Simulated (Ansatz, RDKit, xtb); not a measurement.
# C4H6BBrSi: ranking a sample of isomers, part 2 of 2

Which of a sample of isomers of C4H6BBrSi is the most stable in the gas at 298.15 K, and what are its properties? The sample is small against all isomers, and the most stable one of this formula need not be in it.

xtb, Ansatz and PySCF; isolated molecules.

## (10) c330a at MP2/def2-TZVPP

input.yaml

```yaml
crystal:
  periodic: [false, false, false]
  atoms:
    - symbol: C
      position_ang: [-0.643261, -0.925603, 1.758259]
    - symbol: C
      position_ang: [0.640508, -0.601995, 2.125565]
    - symbol: C
      position_ang: [1.529079, 0.029806, 1.132965]
    - symbol: C
      position_ang: [0.999670, 0.246307, -0.098745]
    - symbol: B
      position_ang: [-1.641162, -1.579202, 2.722930]
    - symbol: Br
      position_ang: [-2.279716, 1.149179, -0.462216]
    - symbol: Si
      position_ang: [-0.752377, -0.427784, -0.046318]
    - symbol: H
      position_ang: [-1.303260, -1.785056, 3.868705]
    - symbol: H
      position_ang: [-2.754117, -1.894786, 2.370788]
    - symbol: H
      position_ang: [1.018778, -0.800827, 3.138436]
    - symbol: H
      position_ang: [2.554118, 0.303021, 1.412247]
    - symbol: H
      position_ang: [1.566849, 0.717495, -0.905967]
    - symbol: H
      position_ang: [-0.994061, -1.544392, -1.002891]
basis:
  gaussian: {orbitals: def2-TZVPP}
correlation: {method: mp2, frozen_orbitals: {Si: 5, C: 1, B: 1, H: 0, Br: 9}}
```

Run with:

```console
$ ansatz run input.yaml --threads 2 --pin off --max-ram 5220MiB --events-out events.jsonl --progress --plain --runs-dir runs
```

Log:

```text
Warning: RAYON_NUM_THREADS=2 ignored (pool sized by the plan → 2); use --threads N
Functional definition: HF
  name "HF"
  exchange = exact_x
  correlation = 0
1997 factors; integrals over basis functions are off by at most 1.0e-3 eV
mean field evaluation 1: about -82747.4998 eV, gradient 3.7e1 eV
mean field evaluation 2: about -82747.8715 eV, gradient 3.7e1 eV
mean field evaluation 4: about -82752.0536 eV, gradient 4.7e0 eV
mean field evaluation 8: about -82752.1402 eV, gradient 2.9e-1 eV
mean field -82752.14085297 eV, -3041.0850849309 hartree, gradient 7.3e-6 eV, S^2 0.000000; 0 other end points of the search recorded, 0 dependent functions left out; unrestricted orbitals would lower it
mean field evaluation 16: about -82752.1990 eV, gradient 5.0e0 eV
19 core orbitals not correlated: weight in the atoms' cores, before any rotation towards them, 1.000 or more for the frozen orbitals, at most 0.000 for the correlated occupied ones
reference -82752.14085297 eV, -3041.0850849309 hartree; 23, 23 occupied and 287, 287 virtual orbitals, 1997 factors
second order -30.21658086 eV of doubles, -0.00000000 eV of singles
Total energy: -82782.35743383 eV, -3042.1955237959 hartree
```

Run time: 22 s. Hardware: 2 threads of Arm Neoverse V2, shared host; peak memory 1.2 GiB.

## (11) c587a at CCSD(T)/def2-SVP

input.yaml

```yaml
crystal:
  periodic: [false, false, false]
  atoms:
    - {symbol: C, position_ang: [-0.564763, -0.601355, 0.505373]}
    - {symbol: C, position_ang: [0.650061, 0.022496, 0.620782]}
    - {symbol: C, position_ang: [-0.297334, -1.124074, 2.887826]}
    - {symbol: C, position_ang: [-1.058411, -1.230339, 1.773846]}
    - {symbol: B, position_ang: [-1.336634, -0.646378, -0.838840]}
    - {symbol: Br, position_ang: [1.510981, 1.760582, 3.436567]}
    - {symbol: Si, position_ang: [1.241323, -0.197925, 2.393360]}
    - {symbol: H, position_ang: [-2.387667, -1.237199, -0.933051]}
    - {symbol: H, position_ang: [-0.874271, -0.084678, -1.802776]}
    - {symbol: H, position_ang: [1.118025, 0.527892, -0.229219]}
    - {symbol: H, position_ang: [2.521181, -0.949774, 2.525121]}
    - {symbol: H, position_ang: [-0.591763, -1.551809, 3.849196]}
    - {symbol: H, position_ang: [-2.023591, -1.752875, 1.756549]}
basis:
  gaussian:
    orbitals: def2-SVP
correlation:
  method: ccsd_t
  frozen_orbitals: {Si: 5, C: 1, B: 1, H: 0, Br: 9}
```

Run with:

```console
$ ansatz run input.yaml --threads 2 --pin off --max-ram 5220MiB --events-out events.jsonl --progress --plain --runs-dir runs
```

Log, cut to the lines that bear on the results:

```text
Warning: RAYON_NUM_THREADS=2 ignored (pool sized by the plan → 2); use --threads N
[... 2 set-up lines as earlier in the session ...]
[...]
1513 factors; integrals over basis functions are off by at most 1.3e-3 eV
[...]
mean field -82735.21401811 eV, -3040.4630352234 hartree, gradient 2.8e-6 eV, S^2 0.000000; 0 other end points of the search recorded, 0 dependent functions left out; unrestricted orbitals would lower it
19 core orbitals not correlated: weight in the atoms' cores, before any rotation towards them, 1.000 or more for the frozen orbitals, at most 0.000 for the correlated occupied ones
reference -82735.21401811 eV, -3040.4630352234 hartree; 23, 23 occupied and 108, 108 virtual orbitals, 1513 factors
second order -24.89776701 eV of doubles, -0.00000000 eV of singles
cycle   1  -25.54458237 eV  change   -6.5e-1 eV  update   1.2e-1
[...]
cycle  10  -26.39893472 eV  change    4.3e-5 eV  update   3.1e-5
perturbative correction -0.99415461 eV, -0.0365345080 hartree
Total energy: -82762.60710745 eV, -3041.4697126887 hartree
```

Wall time 75 s (2 threads of Arm Neoverse V2, shared host); peak memory 1.3 GiB.

For c330a, c587a, c213a the log finds that unrestricted Hartree-Fock orbitals lie lower, a sign to watch the closed-shell reference there.

## (12) The ranking

Energies in kcal/mol from c330a; G adds the thermal terms to the CCSD(T)/def2-SVP + MP2/def2-TZVPP - MP2/def2-SVP energy. The columns left of the relaxed level are at the tight-binding geometries.

| label | SMILES | spin | GFN2-xTB | HF/STO-3G | r2SCAN-D4/def2-SVP | r2SCAN-D4/def2-SVP, relaxed | HF/def2-SVP | MP2/def2-SVP | CCSD(T)/def2-SVP + MP2/def2-TZVPP - MP2/def2-SVP | G | share at equilibrium | T1 |
| --- | --- | --- | --- | --- | --- | --- | --- | --- | --- | --- | --- | --- |
| c330a | BC1=CC=C[Si@@H]1Br | singlet | 0.0 | 0.0 | 0.0 | 0.0 | 0.0 | 0.0 | 0.0 | 0.0 | 99.8 % | 0.011 |
| c587a | BC1=C[Si@@H](Br)C=C1 | singlet | 3.7 | 2.6 | 5.1 | 5.1 | 3.9 | 4.4 | 3.7 | 3.8 | 0.2 % | 0.011 |
| c213a | B[Si]1(Br)C=CC=C1 | singlet | 14.1 | 13.9 | 16.4 | 13.9 | 16.2 | 15.6 | 13.2 | 14.3 | < 0.1 % | 0.011 |

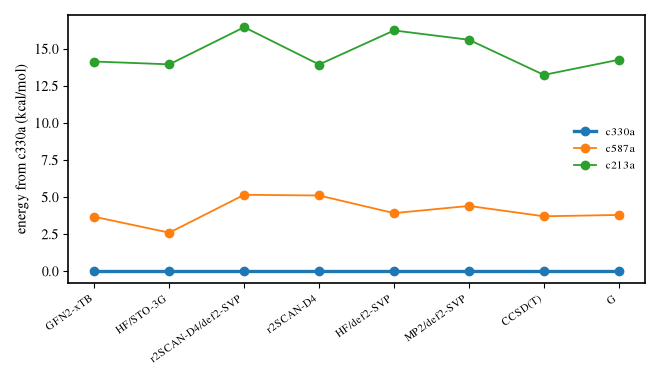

The finalists at each level, measured from c330a.

Lowest found: c330a, `BC1=CC=C[Si@@H]1Br`, a singlet. Bond lengths: C1–C2 1.374 Å, C2–C3 1.474 Å, C3–C4 1.358 Å, C1–B5 1.534 Å, C1–Si7 1.875 Å, C4–Si7 1.878 Å, Br6–Si7 2.234 Å, B5–H8 1.212 Å, B5–H9 1.209 Å, C2–H10 1.099 Å, C3–H11 1.097 Å, C4–H12 1.093 Å, Si7–H13 1.490 Å. Some angles: C1–C2–C3 119.0°, C2–C1–B5 122.7°, C2–C1–Si7 104.4°, B5–C1–Si7 132.9°, C2–C3–C4 116.4°, C3–C4–Si7 106.3°, C1–Si7–C4 93.9°, C1–Si7–Br6 114.0°, C4–Si7–Br6 112.3°, C1–C2–H10 121.7°.

```xyz
13

C    -0.6433   -0.9256    1.7583
C     0.6405   -0.6020    2.1256
C     1.5291    0.0298    1.1330
C     0.9997    0.2463   -0.0987
B    -1.6412   -1.5792    2.7229
Br   -2.2797    1.1492   -0.4622
Si   -0.7524   -0.4278   -0.0463
H    -1.3033   -1.7851    3.8687
H    -2.7541   -1.8948    2.3708
H     1.0188   -0.8008    3.1384
H     2.5541    0.3030    1.4122
H     1.5668    0.7175   -0.9060
H    -0.9941   -1.5444   -1.0029
```

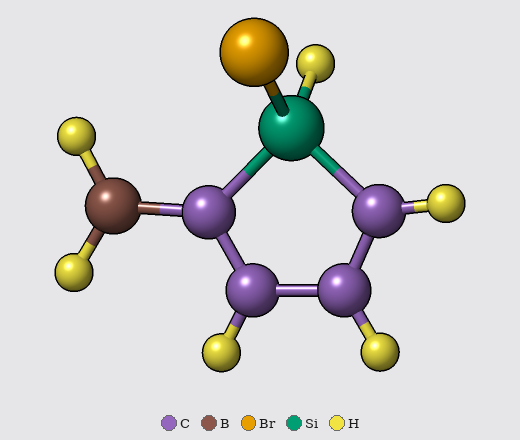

The lowest structure found, seen from a chosen angle (carbon purple, boron brown, bromine amber, silicon teal, hydrogen yellow).

## (13) Summary of results

This closing draws on all 2 parts.

```
                                 quantity                                                                                                                   value
                   lowest structure found                                                                                             BC1=CC=C[Si@@H]1Br, singlet
                            next finalist                                                                 BC1=C[Si@@H](Br)C=C1, singlet, 3.8 kcal/mol higher in G
share at equilibrium, among the finalists                                                                                                                  99.8 %
                                   funnel  11 starts, 11 minima at GFN2-xTB from these starts (14 with those found later), 13 screening runs, 3 relaxed, 3 ranked
                     CPU time of all runs                                                                                                                  21 min
```

`BC1=CC=C[Si@@H]1Br` comes out lowest. The margin of 3.8 kcal/mol over the next finalist is beyond the usual error of the last level; it says nothing of structures that weren't ranked. GFN2-xTB, HF/STO-3G, r2SCAN-D4/def2-SVP, r2SCAN-D4/def2-SVP, relaxed, HF/def2-SVP and MP2/def2-SVP already put its bonding pattern lowest among the structures in one piece. The largest share of the time went into the final energies (46 % of the CPU time that the search's summary counts). Lowest found is not proven lowest: the search is finite, and each finalist counts with one conformer. Only 11 drawn patterns were tried, so whole families of isomers are missing, and the result ranks this sample alone.
